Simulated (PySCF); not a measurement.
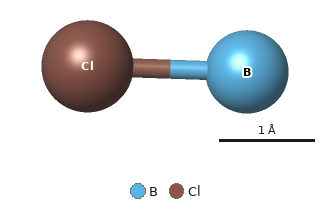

*The structure (ball-and-stick view, seen at a tilt).*

## Single-point calculation of BCl

The run: single-point calculation of BCl. Method and program: RHF/lanl2dz, ccsd(t) (PySCF 2.14.0).

Some settings of this run were made unusual or wrong on purpose.

### Input file
```python
from pyscf import gto, scf, cc

mol = gto.M(
    atom='B 0 0 0; Cl 0 0 1.687',
    basis='lanl2dz',
    ecp={'Cl': 'lanl2dz'},
    charge=0,
    spin=0,
    verbose=4,
)
mf = scf.RHF(mol)
mf.init_guess = 'core'
mf.kernel()
mycc = cc.CCSD(mf, frozen=1)
mycc.kernel()
mycc.ccsd_t()
mf.dip_moment()
print('orbital energies (hartree):', mf.mo_energy[..., max(0, mol.nelec[1]-3):mol.nelec[0]+3].round(4))
```

Launched with:
```bash
OMP_NUM_THREADS=1 python input.py
```

### What the program printed
```
PySCF version 2.14.0

[INPUT] verbose = 4
[INPUT] num. atoms = 2
[INPUT] num. electrons = 12
[INPUT] charge = 0
[INPUT] spin (= nelec alpha-beta = 2S) = 0
[INPUT] symmetry False subgroup None
[INPUT] Mole.unit = angstrom
[INPUT] Symbol           X                Y                Z      unit          X                Y                Z       unit  Magmom
[INPUT]  1 B      0.000000000000   0.000000000000   0.000000000000 AA    0.000000000000   0.000000000000   0.000000000000 Bohr   0.0
[INPUT]  2 Cl     0.000000000000   0.000000000000   1.687000000000 AA    0.000000000000   0.000000000000   3.187967972141 Bohr   0.0

nuclear repulsion = 10.9787803095436
number of shells = 9
number of NR pGTOs = 37
number of NR cGTOs = 17
basis = lanl2dz
ecp = {'Cl': 'lanl2dz'}

******** <class 'pyscf.scf.hf.RHF'> ********
method = RHF
initial guess = core
damping factor = 0
level_shift factor = 0
DIIS = <class 'pyscf.scf.diis.CDIIS'>
diis_start_cycle = 1
diis_space = 8
diis_damp = 0
SCF conv_tol = 1e-09
SCF conv_tol_grad = None
SCF max_cycles = 50
direct_scf = True
direct_scf_tol = 1e-13
Set gradient conv threshold to 3.16228e-05
Initial guess from minao.
init E= -37.2038368226865
  HOMO = -0.115416538506769  LUMO = 0.0963469074213367  gap/eV = 5.76238
cycle= 1 E= -39.0945062108218  delta_E= -1.89  |g|= 0.708  |ddm|= 3.35
  HOMO = -0.327302602323613  LUMO = 0.0665650400422133  gap/eV = 10.71768
cycle= 2 E= -39.2677933514893  delta_E= -0.173  |g|= 0.346  |ddm|= 1.04
  HOMO = -0.388380498131399  LUMO = 0.0471339456027932  gap/eV = 11.85095
cycle= 3 E= -39.3055121420085  delta_E= -0.0377  |g|= 0.0492  |ddm|= 0.465
  HOMO = -0.38439753513285  LUMO = 0.0614031537401249  gap/eV = 12.13085
cycle= 4 E= -39.3074136335602  delta_E= -0.0019  |g|= 0.012  |ddm|= 0.144
  HOMO = -0.384516799084192  LUMO = 0.0598950727585138  gap/eV = 12.09306
cycle= 5 E= -39.3075861417777  delta_E= -0.000173  |g|= 0.00161  |ddm|= 0.05
  HOMO = -0.384346098451839  LUMO = 0.0602304545117196  gap/eV = 12.09754
cycle= 6 E= -39.3075879571507  delta_E= -1.82e-06  |g|= 0.000209  |ddm|= 0.00441
  HOMO = -0.384291430130007  LUMO = 0.0602524325315787  gap/eV = 12.09665
cycle= 7 E= -39.3075879867367  delta_E= -2.96e-08  |g|= 2.6e-05  |ddm|= 0.000601
  HOMO = -0.384297326990293  LUMO = 0.0602419830119785  gap/eV = 12.09653
cycle= 8 E= -39.3075879872276  delta_E= -4.91e-10  |g|= 2.64e-06  |ddm|= 7.47e-05
  HOMO = -0.384297000038607  LUMO = 0.060242023702191  gap/eV = 12.09652
Extra cycle  E= -39.3075879872333  delta_E= -5.68e-12  |g|= 8.86e-07  |ddm|= 8.45e-06
converged SCF energy = -39.3075879872333

******** <class 'pyscf.cc.ccsd.CCSD'> ********
CC2 = 0
CCSD nocc = 5, nmo = 16
frozen orbitals 1
max_cycle = 50
direct = 0
conv_tol = 1e-07
conv_tol_normt = 1e-05
diis_space = 6
diis_start_cycle = 0
diis_start_energy_diff = 1e+09
Init t2, MP2 energy = -39.3822475805443  E_corr(MP2) -0.074659593311069
Init E_corr(CCSD) = -0.0746595933115874
cycle = 1  E_corr(CCSD) = -0.0854462689833508  dE = -0.0107866757  norm(t1,t2) = 0.0664463
cycle = 2  E_corr(CCSD) = -0.091757393260001  dE = -0.00631112428  norm(t1,t2) = 0.0289269
cycle = 3  E_corr(CCSD) = -0.0950685708626758  dE = -0.0033111776  norm(t1,t2) = 0.0157114
cycle = 4  E_corr(CCSD) = -0.0960935691637521  dE = -0.0010249983  norm(t1,t2) = 0.00469216
cycle = 5  E_corr(CCSD) = -0.0959427787315317  dE = 0.000150790432  norm(t1,t2) = 0.00125274
cycle = 6  E_corr(CCSD) = -0.0959716644975653  dE = -2.8885766e-05  norm(t1,t2) = 0.000201475
cycle = 7  E_corr(CCSD) = -0.0959601310390166  dE = 1.15334585e-05  norm(t1,t2) = 4.72306e-05
cycle = 8  E_corr(CCSD) = -0.0959619980838907  dE = -1.86704487e-06  norm(t1,t2) = 1.18254e-05
cycle = 9  E_corr(CCSD) = -0.0959619065990544  dE = 9.14848363e-08  norm(t1,t2) = 2.62131e-06
CCSD converged
E(CCSD) = -39.40354989383233  E_corr = -0.09596190659905443
CCSD(T) correction = -0.00316853240436593
Dipole moment(X, Y, Z, Debye): -0.00000, -0.00000,  0.83198
orbital energies (hartree): [-0.5362 -0.5362 -0.3843  0.0602  0.0602  0.1899]
```

### Outcome

| quantity | value |
| --- | --- |
| outcome | converged |
| SCF energy | −39.307588 hartree |
| (T) correction | −0.003169 hartree |
| dipole moment | 0.83 D |
| hardware | 1 CPU thread, shared host |
| wall time | 0.67 s |

### What went wrong

Some settings of this run were drawn to be unusual or wrong. It converged; results that depend on the unusual settings are not reference values.
